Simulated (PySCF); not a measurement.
B(H)(Et)(Vi), C₄H₉B, SMILES C=CBCC at its B3LYP/def2-SVP optimised geometry (Å):

```
14

B      0.7401     0.0172     0.0000
H      1.9557     0.0172     0.0000
C      0.0857    -1.4127     0.0400
C     -1.4277    -1.6464    -0.0083
H      0.5034    -1.8494     0.9745
H      0.5953    -2.0158    -0.7389
H     -1.8574    -1.3418    -0.9768
H     -1.9557    -1.0823     0.7775
H     -1.6781    -2.7110     0.1305
C      0.0587     1.4178     0.0000
C     -1.2142     1.6863    -0.3530
H      0.6875     2.2870     0.2401
H     -1.6023     2.7110    -0.3981
H     -1.9192     0.8993    -0.6334
```

Computed with B3LYP/def2-TZVP run with PySCF. Cells within 0.4 Å of a nucleus heavier than hydrogen are left out (blank, or x).

Map of the electron localisation function on the plane z = 0.0 Å:

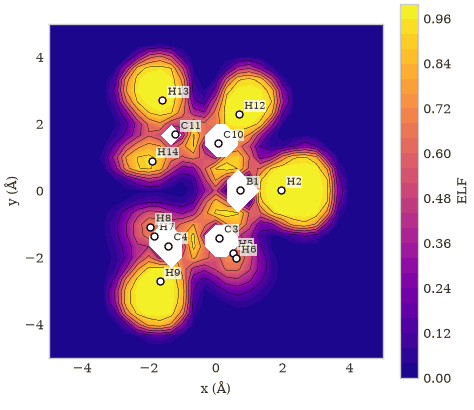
Electron localisation function on the plane z = 0.0 Å.
